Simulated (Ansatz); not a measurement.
# CHSi (doublet): one geometry, many settings at scale of all distances = 1.751

Aim: run CHSi (doublet) at one geometry under a spread of methods and options, and see what each costs and gives.

Computed with Ansatz 0.2.0, Gaussian basis. Level: the settings change from run to run.

12 further runs of the same task are left out: 2 for a known fault of the program, 9 that didn't finish, 1 set aside as unsound or not needed.

## Step 1: What is computed

The geometry derives from a PBE0/def2-TZVP stationary point (not a proven minimum). All distances are scaled together.

3 atoms, charge 0, spin multiplicity 2.

Atoms are counted from 1 here; the program's logs count them from 0.

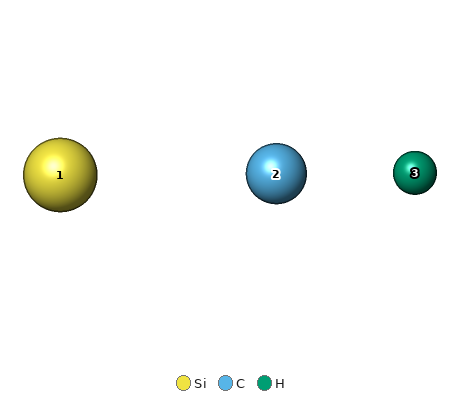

The geometry (silicon yellow, carbon blue, hydrogen teal); atoms are numbered from 1 in the order of the file.

## Step 2: CASCI(1,2)/6-31G

in.yaml reads:

```yaml
crystal:
  periodic: [false, false, false]
  atoms:
    - {symbol: Si, position_ang: [0.000000, 0.000000, 2.594004]}
    - {symbol: C, position_ang: [0.000000, 0.000000, -0.351967]}
    - {symbol: H, position_ang: [0.000000, 0.000000, -2.242037]}
basis:
  gaussian: {orbitals: 6-31G}
magnetization: {spin_polarized: false, initial_magnetization: 1}
correlation: {active_space: {window: {electrons: 1, orbitals: 2}, fixed_orbitals: true, states: [{multiplicity: 2, weights: [1, 1]}]}}
scf: {lower_state_search: full}
output: {forces: true}
```

Command:

```bash
ansatz run in.yaml --threads 1 --pin off --events-out ev --progress --plain --max-ram 2393MiB
```

Standard output, shortened:

```text
Functional definition: HF
  name "HF"
  cite "Fock, Z. Phys. 61, 126 (1930) doi:10.1007/BF01340294"
  parent pbe
[...]
498 factors; integrals over basis functions are off by at most 4.9e-8 eV
[...]
mean field -8896.20907201 eV, -326.9296533292 hartree, gradient 1.1e-6 eV, S^2 0.750000; 27 other end points of the search recorded, 0 dependent functions left out
reference -8896.20907201 eV, -326.9296533292 hartree; 11, 10 occupied and 13, 14 virtual orbitals, 498 factors
state -8896.20907201 eV, -326.9296533292 hartree
state -8889.82755393 eV, -326.6951368652 hartree
[...]
Total energy: -8893.01831297 eV, -326.8123950972 hartree
Atom 0 at     0.000000     0.000000     2.594004 Å, force     0.000000    -0.000000    -1.941797 eV/Å
Atom 1 at     0.000000     0.000000    -0.351967 Å, force    -0.000000     0.000000    -0.271979 eV/Å
Atom 2 at     0.000000     0.000000    -2.242037 Å, force     0.000000    -0.000000     2.213776 eV/Å
Dipole moment:     0.000000    -0.000000     0.095123 e Å
```

Run time: 1.2 s. Hardware: 1 thread of Arm Neoverse V1, shared host.

From the report: 1 determinant; active occupations (of the averaged states) 0.50, 0.50.

## Step 3: HF/6-31G

in.yaml reads:

```yaml
crystal:
  periodic: [false, false, false]
  atoms:
    - {symbol: Si, position_ang: [0.000000, 0.000000, 2.594004]}
    - {symbol: C, position_ang: [0.000000, 0.000000, -0.351967]}
    - {symbol: H, position_ang: [0.000000, 0.000000, -2.242037]}
basis:
  gaussian: {orbitals: 6-31G}
magnetization: {spin_polarized: true, initial_magnetization: 1}
hamiltonian: {xc: hf}
accuracy: high
output: {orbitals: {seedname: orbitals}}
```

Launched as before.

Standard output, shortened:

```text
Functional definition: HF
  name "HF"
  cite "Fock, Z. Phys. 61, 126 (1930) doi:10.1007/BF01340294"
  parent pbe
[...]
503 factors; integrals over basis functions are off by at most 2.9e-9 eV
[...]
mean field -8898.58280231 eV, -327.0168863089 hartree, gradient 1.4e-8 eV, S^2 2.400525; 14 other end points of the search recorded, 0 dependent functions left out
reference -8898.58280231 eV, -327.0168863089 hartree; 11, 10 occupied and 13, 14 virtual orbitals, 503 factors
Total energy: -8898.58280231 eV, -327.0168863089 hartree
```

It took 1.2 s on 1 thread of Arm Neoverse V1, shared host.

From the report: ⟨S²⟩ of the determinant 2.401 (pure doublet: 0.75). The determinant is far from a pure spin state, so its energy mixes those of several spin states (harmless only where they are near-degenerate, as at dissociation).

## Step 4: NEVPT4(SD)(5,3)/STO-3G

in.yaml reads:

```yaml
crystal:
  periodic: [false, false, false]
  atoms:
    - {symbol: Si, position_ang: [0.000000, 0.000000, 2.594004]}
    - {symbol: C, position_ang: [0.000000, 0.000000, -0.351967]}
    - {symbol: H, position_ang: [0.000000, 0.000000, -2.242037]}
basis:
  gaussian: {orbitals: STO-3G, point_charges: [{charge: -0.50, position_ang: [2.864, 0.478, 0.066]}]}
magnetization: {spin_polarized: false, initial_magnetization: 1}
correlation: {method: fic_nevpt4_sd, electrons: valence, active_space: {window: {electrons: 5, orbitals: 3}, states: [{multiplicity: 2, weights: [0.5, 1]}]}}
```

Same command.

Standard output, shortened:

```text
Functional definition: HF
  name "HF"
  cite "Fock, Z. Phys. 61, 126 (1930) doi:10.1007/BF01340294"
  parent pbe
[...]
222 factors; integrals over basis functions are off by at most 3.5e-8 eV
[...]
mean field -8789.56543296 eV, -323.0105718799 hartree, gradient 1.3e-6 eV, S^2 0.750000; 24 other end points of the search recorded, 0 dependent functions left out
reference -8789.56543296 eV, -323.0105718799 hartree; 11, 10 occupied and 4, 5 virtual orbitals, 222 factors
state -8787.85931125 eV, -322.9478730633 hartree
state -8787.39461244 eV, -322.9307956971 hartree
state -8787.85931125 eV, -322.9478730633 hartree; corrected -8793.34255506 eV, -323.1493785566 hartree
state -8787.39461244 eV, -322.9307956971 hartree; corrected -8790.13204683 eV, -323.0313945554 hartree
state -8787.68083010 eV, -322.9413140021 hartree
state -8787.09972855 eV, -322.9199589141 hartree
state -8787.68083010 eV, -322.9413140021 hartree; corrected -8793.13436180 eV, -323.1417275955 hartree
state -8787.09972855 eV, -322.9199589141 hartree; corrected -8795.07373584 eV, -323.2129982771 hartree
state -8787.85931125 eV, -322.9478730633 hartree; corrected -8793.34255506 eV, -323.1493785566 hartree
state -8787.39461244 eV, -322.9307956971 hartree; corrected -8790.13204683 eV, -323.0313945554 hartree
WARN: 1 active orbitals are nearly empty or full. The corrections depend on them more than the energy does, and are more stable in an active space without them
Total energy: -8791.20221624 eV, -323.0707225558 hartree
```

Wall time 0.99 s (1 thread of Arm Neoverse V1, shared host).

From the report: 3 determinants; active occupations (of the averaged states) 2.00, 1.67, 1.33. The report marks this result as in doubt.

## Step 5: CCSD on UHF/6-31G

in.yaml reads:

```yaml
crystal:
  periodic: [false, false, false]
  atoms:
    - {symbol: Si, position_ang: [0.000000, 0.000000, 2.594004]}
    - {symbol: C, position_ang: [0.000000, 0.000000, -0.351967]}
    - {symbol: H, position_ang: [0.000000, 0.000000, -2.242037]}
basis:
  gaussian: {orbitals: 6-31G}
magnetization: {spin_polarized: true, initial_magnetization: 1}
correlation: {method: ccsd, electrons: outside_noble_gas}
```

The command is unchanged.

Standard output, shortened:

```text
Functional definition: HF
  name "HF"
  cite "Fock, Z. Phys. 61, 126 (1930) doi:10.1007/BF01340294"
  parent pbe
[...]
299 factors; integrals over basis functions are off by at most 2.0e-4 eV
[...]
mean field -8898.58277293 eV, -327.0168852292 hartree, gradient 2.4e-6 eV, S^2 2.400524; 56 other end points of the search recorded, 0 dependent functions left out
determinant -8898.58277293 eV, -327.0168852292 hartree, with singles and doubles -8901.09542377 eV, -327.1092234445 hartree
determinant -8898.50519677 eV, -327.0140343579 hartree, with singles and doubles -8900.76201942 eV, -327.0969710604 hartree
determinant -8898.31112123 eV, -327.0069022134 hartree, with singles and doubles -8900.70893139 eV, -327.0950201115 hartree
determinant -8898.30124259 eV, -327.0065391798 hartree, with singles and doubles -8900.25475600 eV, -327.0783294736 hartree
[...]
determinant -8897.42567786 eV, -326.9743627695 hartree, with singles and doubles -8900.93613940 eV, -327.1033698516 hartree
determinant -8897.32035111 eV, -326.9704920828 hartree, with singles and doubles -8900.91952281 eV, -327.1027592032 hartree
determinant -8897.17125933 eV, -326.9650130612 hartree, with singles and doubles -8901.04282640 eV, -327.1072905266 hartree
determinant -8897.09710998 eV, -326.9622881226 hartree, with singles and doubles -8900.95558773 eV, -327.1040845647 hartree
determinant -8897.71133597 eV, -326.9848605116 hartree, with singles and doubles -8901.14534710 eV, -327.1110580930 hartree
6 core orbitals not correlated: weight in the atoms' cores, before any rotation towards them, 1.000 or more for the frozen orbitals, at most 0.000 for the correlated occupied ones
reference -8898.58277293 eV, -327.0168852292 hartree; 5, 4 occupied and 13, 14 virtual orbitals, 299 factors
second order -1.30088390 eV of doubles, -0.00000000 eV of singles
cycle   1  -2.56192490 eV  change    2.6e-7 eV  update   6.3e-6
Total energy: -8901.14469783 eV, -327.1110342328 hartree
```

It took 6.5 s on 1 thread of Arm Neoverse V1, shared host.

From the report: ⟨S²⟩ of the determinant 2.401 (pure doublet: 0.75); correlation -2.5619 eV; T1 0.089; largest double amplitude 0.18. The determinant is far from a pure spin state, so its energy mixes those of several spin states (harmless only where they are near-degenerate, as at dissociation).

## Step 6: BCCD on UHF/6-31++G**

in.yaml: that of step 5 with these lines changed.

```diff
@@ -7,4 +7,6 @@
 basis:
-  gaussian: {orbitals: 6-31G}
+  gaussian: {orbitals: "6-31++G**", point_charges: [{charge: 0.50, position_ang: [3.375, 0.390, -0.023]}]}
 magnetization: {spin_polarized: true, initial_magnetization: 1}
-correlation: {method: ccsd, electrons: outside_noble_gas}
+correlation: {method: bccd, electrons: outside_noble_gas}
+accuracy: high
+output: {forces: true}
```

Launched as before.

Standard output, shortened:

```text
Functional definition: HF
  name "HF"
  cite "Fock, Z. Phys. 61, 126 (1930) doi:10.1007/BF01340294"
  parent pbe
[...]
830 factors; integrals over basis functions are off by at most 3.5e-9 eV
[...]
mean field -8898.99895900 eV, -327.0321797850 hartree, gradient 6.5e-8 eV, S^2 2.694274; 40 other end points of the search recorded, 0 dependent functions left out
determinant -8898.99895900 eV, -327.0321797850 hartree, with singles and doubles -8903.07407617 eV, -327.1819375789 hartree
determinant -8898.91943039 eV, -327.0292571625 hartree, with singles and doubles -8902.99500950 eV, -327.1790319323 hartree
determinant -8898.91224359 eV, -327.0289930527 hartree, with singles and doubles -8903.26438922 eV, -327.1889314544 hartree
determinant -8898.68773323 eV, -327.0207424489 hartree, with singles and doubles -8902.91700476 eV, -327.1761653110 hartree
[...]
determinant -8897.61813021 eV, -326.9814352630 hartree, with singles and doubles -8903.09324148 eV, -327.1826418912 hartree
6 core orbitals not correlated: weight in the atoms' cores, before any rotation towards them, 1.000 or more for the frozen orbitals, at most 0.000 for the correlated occupied ones
reference -8898.91224359 eV, -327.0289930527 hartree; 5, 4 occupied and 37, 38 virtual orbitals, 830 factors
second order -2.87765298 eV of doubles, -0.00000000 eV of singles
cycle   1  -4.56072460 eV  change   -1.6e-1 eV  update   6.7e-2
[...]
cycle  64  -4.39972183 eV  change  -2.4e-10 eV  update  2.2e-10
[...]
Total energy: -8903.31196542 eV, -327.1906798476 hartree
Atom 0 at     0.000000     0.000000     2.594004 Å, force     0.054379     0.006284    -0.517113 eV/Å
Atom 1 at     0.000000     0.000000    -0.351967 Å, force     0.004700     0.000543    -2.386707 eV/Å
Atom 2 at     0.000000     0.000000    -2.242037 Å, force     0.003687     0.000426     2.864537 eV/Å
Dipole moment:    -0.134322    -0.015522    -0.024488 e Å
```

Run time: 56 s. Hardware: 1 thread of Arm Neoverse V1, shared host; peak memory 0.28 GiB.

From the report: ⟨S²⟩ of the determinant 2.400 (pure doublet: 0.75); correlation -4.3997 eV; largest double amplitude 0.11. The determinant is far from a pure spin state, so its energy mixes those of several spin states (harmless only where they are near-degenerate, as at dissociation).

## Step 7: The runs in one table

Where basis and cores are those of an earlier FCI/6-31G run (-8901.4135 eV), and the state is the same kind, the miss against it is given. † marks a result that the program doubts.

```csv
level,correlated,functions,energy (eV),from FCI (meV),time
"CASCI(1,2)/6-31G (mean of several states)",,24,-8893.0183,,1.2 s
HF/6-31G,,24,-8898.5828,2830.7,1.2 s
"NEVPT4(SD)(5,3)/STO-3G (mean of several states, beside a point charge) †",valence,15,-8791.2022,,0.99 s
CCSD on UHF/6-31G,outside noble gas,24,-8901.1447,268.8,6.5 s
BCCD on UHF/6-31++G** (beside a point charge),outside noble gas,48,-8903.3120,,56 s
```

## Step 8: Results

```
quantity                                                                             value
    runs                                                                                 5
quickest  NEVPT4(SD)(5,3)/STO-3G (mean of several states, beside a point charge) †, 0.99 s
 slowest                               BCCD on UHF/6-31++G** (beside a point charge), 56 s
```

What this shows: Total energies in different bases, with other cores or another treatment of relativity can't be set against each other. BCCD on UHF/6-31++G** (beside a point charge) took 57 times as long as NEVPT4(SD)(5,3)/STO-3G (mean of several states, beside a point charge) †; the jobs differ in more than the method. Hartree-Fock, CASSCF and CASCI lack dynamic correlation by design.
